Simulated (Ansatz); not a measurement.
**C3H9Ga (trimethylgallium (TMGa)), run twice**

Aim: a single-point energy of C3H9Ga (trimethylgallium (TMGa)) at RPA@PBEsol/ANO-RCC-MB (density fitting with def2-universal-jkfit, def2-SVP-rifit for correlation, start density atoms).

Program for the calculation: Ansatz 0.2.0.

10 further runs of the same task are left out: 2 for a known fault of the program, 2 that didn't finish, 6 set aside as unsound or not needed. Runs told in other sessions of the task aren't counted.

## 1. The structure to begin with

C3H9Ga: 13 atoms, total charge 0, spin state singlet. As SMILES, `C[Ga](C)C`. The shape is that of a PBE0-D4/def2-TZVP optimisation.

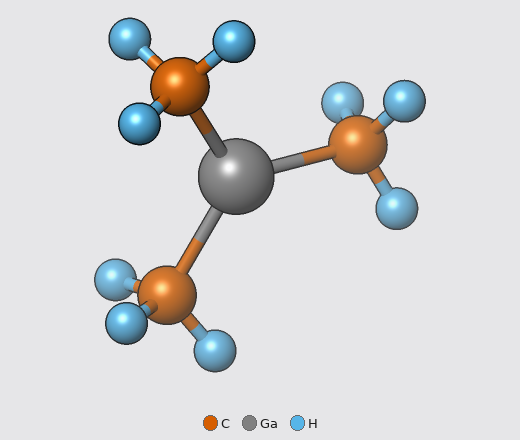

The structure, seen from a chosen angle (carbon orange, gallium grey, hydrogen blue).

## 2. Try one

job.yaml reads:

```yaml
crystal:
  periodic: [false, false, false]
  atoms:
    - symbol: C
      position_ang: [-0.386610, 1.662740, -0.990030]
    - symbol: Ga
      position_ang: [0.030950, -0.015220, -0.033330]
    - symbol: C
      position_ang: [1.404300, -0.017040, 1.387570]
    - symbol: C
      position_ang: [-0.984810, -1.662120, -0.433110]
    - symbol: H
      position_ang: [0.495980, 2.295540, -1.105570]
    - symbol: H
      position_ang: [-1.118900, 2.235600, -0.410630]
    - symbol: H
      position_ang: [-0.822360, 1.479540, -1.974110]
    - symbol: H
      position_ang: [2.207150, 0.693340, 1.179140]
    - symbol: H
      position_ang: [1.838150, -1.007150, 1.540450]
    - symbol: H
      position_ang: [0.944020, 0.286540, 2.334210]
    - symbol: H
      position_ang: [-1.317660, -1.695390, -1.472580]
    - symbol: H
      position_ang: [-1.882270, -1.692900, 0.194460]
    - symbol: H
      position_ang: [-0.407960, -2.563490, -0.216480]
basis:
  gaussian:
    orbitals: ANO-RCC-MB.json
    fitting:
      mean_field: def2-universal-jkfit
      correlation: def2-SVP-rifit.json
magnetization:
  spin_polarized: true
  initial_magnetization: 4
hamiltonian:
  xc: {name: PBEsol}
  pseudopotentials:
    relativity: none
correlation:
  method: rpa
  frozen_orbitals: {C: 1, Ga: 9, H: 0}
```

The basis set ANO-RCC-MB is read from a file made from the Basis Set Exchange's data (not shown).

The run is started by

```sh
ansatz run job.yaml --threads 1 --pin off --max-ram 3480MiB --events-out events.jsonl --progress --plain --runs-dir runs
```

What it wrote:

```text
Warning: RAYON_NUM_THREADS=1 ignored (pool sized by the plan → 1); use --threads N
Functional definition: PBEsol
  name "PBEsol"
  exchange = pbesol_x
  correlation = pbesol_c
653 factors; integrals over basis functions are off by at most 1.4e-2 eV
397 factors; integrals over basis functions are off by at most 1.5e2 eV
mean field evaluation 1: about -55250.3470 eV, gradient 1.0e1 eV
mean field evaluation 2: about -55250.3426 eV, gradient 1.0e1 eV
mean field evaluation 4: about -55251.0605 eV, gradient 4.3e-1 eV
mean field evaluation 8: about -55251.0624 eV, gradient 2.4e-2 eV
mean field -55251.06242883 eV, -2030.4390937442 hartree, gradient 7.6e-6 eV, S^2 6.003242; 0 other end points of the search recorded, 0 dependent functions left out
12 core orbitals not correlated: weight in the atoms' cores, before any rotation towards them, 1.000 or more for the frozen orbitals, at most 0.000 for the correlated occupied ones
reference -55247.64778900 eV, -2030.3136080453 hartree; 19, 15 occupied and 11, 15 virtual orbitals, 397 factors
WARN: the results are in doubt because the basis set is contracted for relativity, which is off
Total energy: -55257.73528426 eV, -2030.6843166582 hartree
In doubt: the basis set is contracted for relativity, which is off
```

It took 7.2 s on 1 thread of Intel Xeon Platinum 8259CL at 2.50GHz (Skylake/Cascade Lake), shared host.

## 3. Reading the log

It ran to the end. The result can't be trusted all the same.

The fault: the spin state typed doesn't suit the molecule. To mend it: multiplicity 1 in place of 5.

## 4. Second attempt

Changes to job.yaml since step 2:

```diff
@@ -35,5 +35,2 @@
       correlation: def2-SVP-rifit.json
-magnetization:
-  spin_polarized: true
-  initial_magnetization: 4
 hamiltonian:
```

The basis set ANO-RCC-MB is read from a file made from the Basis Set Exchange's data (not shown).

The run is started by

```sh
ansatz run job.yaml --threads 1 --pin off --max-ram 3480MiB --events-out events.jsonl --progress --plain --runs-dir runs
```

What it wrote, shortened:

```text
Warning: RAYON_NUM_THREADS=1 ignored (pool sized by the plan → 1); use --threads N
Functional definition: PBEsol
  name "PBEsol"
[...]
653 factors; integrals over basis functions are off by at most 1.4e-2 eV
397 factors; integrals over basis functions are off by at most 1.5e2 eV
[...]
mean field -55263.96857339 eV, -2030.9133858090 hartree, gradient 6.3e-6 eV, S^2 0.000000; 0 other end points of the search recorded, 0 dependent functions left out
12 core orbitals not correlated: weight in the atoms' cores, before any rotation towards them, 1.000 or more for the frozen orbitals, at most 0.000 for the correlated occupied ones
reference -55261.01417731 eV, -2030.8048137553 hartree; 17, 17 occupied and 13, 13 virtual orbitals, 397 factors
WARN: the results are in doubt because the basis set is contracted for relativity, which is off
Total energy: -55271.08737265 eV, -2031.1749968561 hartree
In doubt: the basis set is contracted for relativity, which is off
```

It took 5.4 s on 1 thread of Intel Xeon Platinum 8259CL at 2.50GHz (Skylake/Cascade Lake), shared host.

## 5. What came out

At RPA@PBEsol/ANO-RCC-MB (density fitting with def2-universal-jkfit, def2-SVP-rifit for correlation, start density atoms):

| quantity | value |
| --- | --- |
| total energy | -2031.17500 Eh |
| RPA correlation energy (valence) | -370.2 mEh |

**Reading.** The basis was made for a relativistic Hamiltonian, but the run is non-relativistic.
